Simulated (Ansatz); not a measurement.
**PH2 (SMILES [PH2]) at 6 levels**

Aim: a comparison of 6 runs (U-wB97M-V/3-21G, U-wB97X/3-21G, UB2PLYP/3-21G, UBHLYP/6-31G*, UHSE06/6-31G*, UCCSDT/3-21G) of PH2. 

The calculation is run with Ansatz 0.2.0.

46 further runs of the same task are left out: 46 set aside as unsound or not needed.

## Step 1: Starting point

The species is PH2 (3 atoms), meant as a doublet with charge 0. SMILES: `[PH2]`. The H3–P1 distance was set to 2.088 Å, away from the relaxed value. At this shape a bond of the SMILES string is far longer than usual.

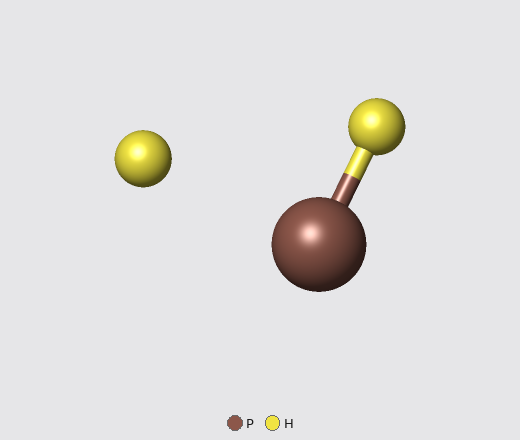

Viewed from a chosen angle; phosphorus brown, hydrogen yellow.

## Step 2: A single-point energy at U-wB97M-V/3-21G (run 1)

Contents of job.yaml:

```yaml
crystal:
  periodic: [false, false, false]
  atoms:
    - {symbol: P, position_ang: [1.084717, -0.091807, 0.591583]}
    - {symbol: H, position_ang: [0.681757, 1.238303, 0.511323]}
    - {symbol: H, position_ang: [-0.625980, -0.724620, -0.425100]}
basis:
  gaussian: {orbitals: 3-21G.json}
total_charge: 0
magnetization: {spin_polarized: true, initial_magnetization: 1}
hamiltonian: {xc: {name: wB97M-V}}
accuracy: high
```

The basis set 3-21G is read from a file made from the Basis Set Exchange's data (not shown).

Command:

```console
ansatz run job.yaml --threads 1 --pin off --max-ram 2610MiB --events-out events.jsonl --progress --plain --runs-dir runs
```

The log of the run:

```text
Warning: RAYON_NUM_THREADS=1 ignored (pool sized by the plan → 1); use --threads N
Functional definition: wB97M-V
  name "wB97M-V"
  parameter omega = 0.3/bohr
  parameter cx = 0.15
  parameter cx01 = 1.007
  parameter cx10 = 0.259
  parameter css00 = 0.443
  parameter css04 = -1.437
  parameter css10 = -4.535
  parameter css20 = -3.390
  parameter css43 = 4.278
  parameter cos00 = 1.000
  parameter cos10 = 1.358
  parameter cos20 = 2.924
  parameter cos21 = -8.812
  parameter cos60 = -1.390
  parameter cos61 = 9.142
  parameter b = 6.0
  parameter c = 0.01
  gx(w, u) = 1 - cx + cx01*u + cx10*w
  gss(w, u) = css00 + css04*u^4 + css10*w + css20*w^2 + css43*w^4*u^3
  gos(w, u) = cos00 + cos10*w + (cos20 + cos21*u)*w^2 + (cos60 + cos61*u)*w^6
  exchange = spin_sum(e_x_unif_sr(omega)*gx(b97_w, b97_u_x)) + cx*exact_x_sr(omega) + exact_x_lr(omega)
  correlation = spin_sum(e_c_pw_mod_same_spin*gss(b97_w, b97_u_same))
      + integral(e_c_pw_mod_opposite_spin*gos(b97_w_opposite, b97_u_opposite)) + vv10(b, c)
318 factors; integrals over basis functions are off by at most 3.8e-9 eV
127 factors; integrals over basis functions are off by at most 1.9e-9 eV
mean field evaluation 1: about -9269.5533 eV, gradient 2.8e0 eV
mean field evaluation 2: about -9269.6413 eV, gradient 1.1e0 eV
mean field evaluation 4: about -9269.6571 eV, gradient 2.4e-1 eV
mean field evaluation 8: about -9269.6574 eV, gradient 2.6e-2 eV
mean field evaluation 16: about -9269.6574 eV, gradient 2.3e-5 eV
mean field -9269.65744307 eV, -340.6536278335 hartree, gradient 6.0e-8 eV, S^2 0.775957; 2 other end points of the search recorded, 0 dependent functions left out
reference -9269.65744534 eV, -340.6536279169 hartree; 9, 8 occupied and 8, 9 virtual orbitals, 318 factors
Total energy: -9269.65744534 eV, -340.6536279169 hartree
```

Wall time 9.9 s (1 thread of Arm Neoverse V1, shared host); peak memory 0.31 GiB.

## Step 3: A single-point energy at U-wB97X/3-21G (run 2)

Contents of molecule.yaml:

```yaml
crystal:
  periodic: [false, false, false]
  atoms:
    - {symbol: P, position_ang: [1.084717, -0.091807, 0.591583]}
    - {symbol: H, position_ang: [0.681757, 1.238303, 0.511323]}
    - {symbol: H, position_ang: [-0.625980, -0.724620, -0.425100]}
basis:
  gaussian:
    orbitals: 3-21G.json
magnetization:
  spin_polarized: true
  initial_magnetization: 1
hamiltonian:
  xc: {name: wB97X}
accuracy: high
```

The basis set 3-21G is read from a file made from the Basis Set Exchange's data (not shown).

Command:

```console
ansatz run molecule.yaml --threads 1 --pin off --max-ram 2610MiB --events-out events.jsonl --progress --plain --runs-dir runs
```

The log of the run, shortened:

```text
Warning: RAYON_NUM_THREADS=1 ignored (pool sized by the plan → 1); use --threads N
Functional definition: wB97X
  name "wB97X"
[...]
      + exact_x_lr(omega)
[...]
      + integral(e_c_pw_opposite_spin*poly(b97_u_opposite, 1, cos1, cos2, cos3, cos4))
318 factors; integrals over basis functions are off by at most 3.8e-9 eV
127 factors; integrals over basis functions are off by at most 1.9e-9 eV
[...]
mean field -9270.16777189 eV, -340.6723820714 hartree, gradient 2.5e-8 eV, S^2 0.790654; 2 other end points of the search recorded, 0 dependent functions left out
reference -9270.16777066 eV, -340.6723820262 hartree; 9, 8 occupied and 8, 9 virtual orbitals, 318 factors
Total energy: -9270.16777066 eV, -340.6723820262 hartree
```

Run time: 5.4 s. Hardware: 1 thread of Arm Neoverse V1, shared host; peak memory 0.25 GiB.

## Step 4: A single-point energy at UB2PLYP/3-21G (run 3)

Contents of in.yaml:

```yaml
basis:
  gaussian: {orbitals: 3-21G.json}
crystal:
  periodic: [false, false, false]
  atoms:
    - symbol: P
      position_ang: [1.084717, -0.091807, 0.591583]
    - symbol: H
      position_ang: [0.681757, 1.238303, 0.511323]
    - symbol: H
      position_ang: [-0.625980, -0.724620, -0.425100]
magnetization: {spin_polarized: true, initial_magnetization: 1}
accuracy: high
hamiltonian: {xc: {name: B2PLYP}}
correlation: {frozen_orbitals: {H: 0, P: 5}}
```

The basis set 3-21G is read from a file made from the Basis Set Exchange's data (not shown).

Command:

```console
ansatz run in.yaml --threads 1 --pin off --max-ram 2610MiB --events-out events.jsonl --progress --plain --runs-dir runs
```

The log of the run, shortened:

```text
Warning: RAYON_NUM_THREADS=1 ignored (pool sized by the plan → 1); use --threads N
Functional definition: B2PLYP
  name "B2PLYP"
[...]
318 factors; integrals over basis functions are off by at most 3.8e-9 eV
[...]
mean field -9265.88657718 eV, -340.5150510678 hartree, gradient 7.8e-9 eV, S^2 0.930624; 2 other end points of the search recorded, 0 dependent functions left out
5 core orbitals not correlated: weight in the atoms' cores, before any rotation towards them, 1.000 or more for the frozen orbitals, at most 0.000 for the correlated occupied ones
reference -9265.88659283 eV, -340.5150516431 hartree; 4, 3 occupied and 8, 9 virtual orbitals, 318 factors
second order -1.81358365 eV of doubles, -0.00000000 eV of singles
Total energy: -9266.37626042 eV, -340.5330465950 hartree
```

Wall time 1.1 s (1 thread of Arm Neoverse V1, shared host); peak memory 0.1 GiB.

Runs 4 to 5 aren't shown in full; the table further down has their settings and results.

## Step 5: A single-point energy at UCCSDT/3-21G (run 6)

Contents of in.yaml:

```yaml
crystal:
  periodic: [false, false, false]
  atoms:
    - {symbol: P, position_ang: [1.084717, -0.091807, 0.591583]}
    - {symbol: H, position_ang: [0.681757, 1.238303, 0.511323]}
    - {symbol: H, position_ang: [-0.625980, -0.724620, -0.425100]}
basis:
  gaussian: {orbitals: 3-21G.json}
magnetization: {spin_polarized: true, initial_magnetization: 1}
scf: {omitted_lower_state_checks: [cluster_reference, increment]}
accuracy: high
correlation: {method: ccsdt, frozen_orbitals: {H: 0, P: 5}}
```

The basis set 3-21G is read from a file made from the Basis Set Exchange's data (not shown).

Command:

```console
ansatz run in.yaml --threads 1 --pin off --max-ram 2610MiB --events-out events.jsonl --progress --plain --runs-dir runs
```

The log of the run:

```text
Warning: RAYON_NUM_THREADS=1 ignored (pool sized by the plan → 1); use --threads N
[... 13 lines left out ...]
5 core orbitals not correlated: weight in the atoms' cores, before any rotation towards them, 1.000 or more for the frozen orbitals, at most 0.000 for the correlated occupied ones
[... 37 lines left out ...]
Total energy: -9255.70396673 eV, -340.1408470359 hartree
Checks for a lower state left out: cluster_reference, increment
```

Wall time 1.1 s (1 thread of Arm Neoverse V1, shared host).

## Step 6: The series

```csv
run,level,frozen core orbitals,energy (Eh),⟨S²⟩,wall time
1,U-wB97M-V/3-21G,–,-340.653628,0.776,9.9 s
2,U-wB97X/3-21G,–,-340.672382,0.791,5.4 s
3,UB2PLYP/3-21G,5,-340.533047,0.931,1.1 s
4,UBHLYP/6-31G* (spherical functions),–,-342.407373,0.846,1.9 s
5,UHSE06/6-31G* (spherical functions),–,-342.272436,0.782,1.9 s
6,UCCSDT/3-21G,5,-340.140847,1.258,1.1 s
```

## Step 7: What came out

```
                                          quantity          value
                               run 6: total energy  -340.14085 Eh
run 6: correlation energy (5 core orbitals frozen)      -73.0 mEh
          run 6: ⟨S²⟩ of the reference determinant          1.258
                              run 6: T1 diagnostic          0.089
```

**Reading.** Totals of different functionals can't be ranked against each other. Spin contamination of the reference: run 6 ⟨S²⟩ = 1.26, run 3 ⟨S²⟩ = 0.93. All runs together took 21 s, the longest 9.9 s.
